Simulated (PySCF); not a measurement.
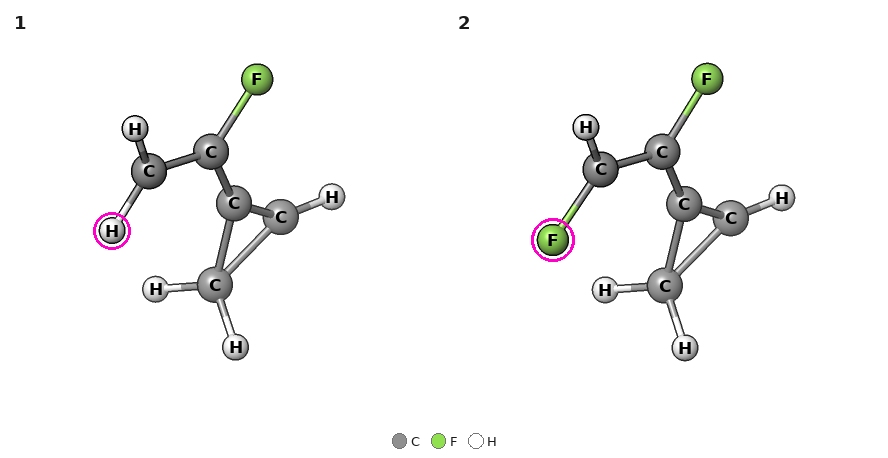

2 molecules with one skeleton, seen from the same side and at one scale; the atom that differs is circled. Charge 0, singlet. Computed geometries: PBE0-D3(BJ)/def2-SVP optimisations, one conformation each. Properties computed with PySCF 2.14.0.

One atom differs, called X below: H in panel 1, F in panel 2. Their formulas are C5H5F (`C=C(F)C1=CC1`), C5H4F2 (`F/C=C(/F)C1=CC1`).

In which is the HOMO–LUMO gap larger (PBE0/6-31G*)?

In panel 1 (X = H).

In which is the angle X–C–H larger (PBE0-D3(BJ)/def2-SVP)?

In panel 1 (X = H).

Give the values. With PBE0-D3(BJ)/def2-SVP: length of X–C (Å), angle X–C–H (°). With PBE0/6-31G*: dipole moment (D), HOMO energy (Kohn–Sham orbital) (eV), HOMO–LUMO gap (eV).

```
                            quantity  1 (H)  2 (F)   2 − 1
                   length of X–C (Å)  1.090  1.322  +0.232
                     angle X–C–H (°)  119.7  115.2    −4.5
                   dipole moment (D)   0.86   0.14   −0.72
HOMO energy (Kohn–Sham orbital) (eV)  −6.56  −6.37   +0.19
                  HOMO–LUMO gap (eV)   5.67   5.48   −0.19
```
